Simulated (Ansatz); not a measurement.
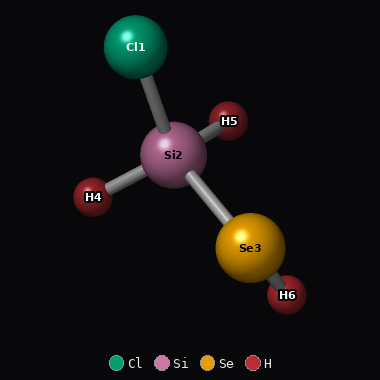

The system is ClH3SeSi, SMILES Cl[SiH2][SeH]; the picture shows the grid point nearest to the relaxed geometry. Two internal coordinates are moved rigidly from the geometry relaxed at PBE0-D4/def2-TZVP, all others fixed. The first coordinate is: bond Cl1–Si2; the second: torsion Cl1–Si2–Se3–H6. Grid: 5 × 8 points. Points are written as (first, second). Energies: kcal/mol, counted from the lowest grid point. Level of theory: RKS PBE-D4/def2-TZVPP in Ansatz 0.2.0.

Its coordinates:

```tsv
atom	x (Å)	y (Å)	z (Å)
Cl	-2.3381	0.1066	-0.0774
Si	-0.2434	-0.0792	-0.3965
Se	0.7339	0.3111	1.6154
H	0.0385	-1.4478	-0.8859
H	0.1661	0.9194	-1.4100
H	2.0454	0.5145	0.9807
```

Range: bond Cl1–Si2 from 1.761 to 2.662 Å; torsion Cl1–Si2–Se3–H6 from −164 to 151°.

> Predict the map.

The lowest grid point is at (2.127 Å, −74°). The highest grid point, (2.662 Å, −164°), lies 32.0 kcal/mol above the lowest. Round the minimum the two coordinates are nearly uncoupled.

| torsion Cl1–Si2–Se3–H6 ↓, bond Cl1–Si2 → | 1.761 | 1.910 | 2.127 | 2.381 | 2.662 |
| --- | --- | --- | --- | --- | --- |
| 151 | 30.4 | 6.3 | 0.7 | 12.5 | 31.4 |
| 106 | 31.2 | 6.7 | 0.4 | 11.2 | 28.9 |
| 61 | 30.9 | 6.4 | 0.1 | 10.8 | 28.6 |
| 16 | 31.9 | 7.5 | 1.4 | 12.7 | 31.1 |
| −29 | 31.5 | 7.1 | 1.0 | 12.1 | 30.4 |
| −74 | 30.9 | 6.4 | 0.0 | 10.6 | 28.2 |
| −119 | 31.1 | 6.7 | 0.6 | 11.6 | 29.6 |
| −164 | 30.2 | 6.1 | 0.7 | 12.8 | 32.0 |

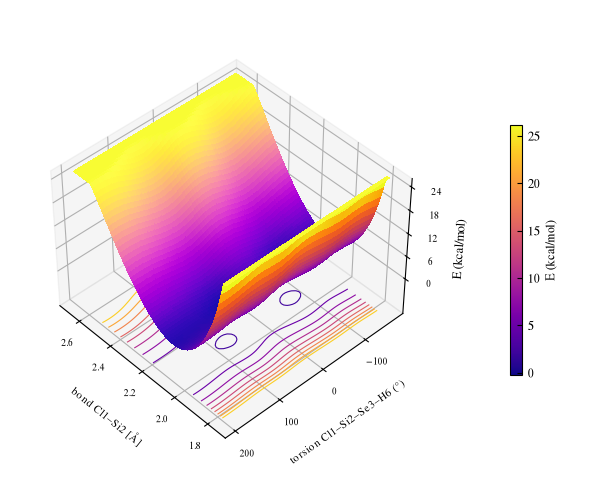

In the figure: a relief with its contours projected below, any walls above the top of the colour scale cut off. Between grid points the surface is interpolated.
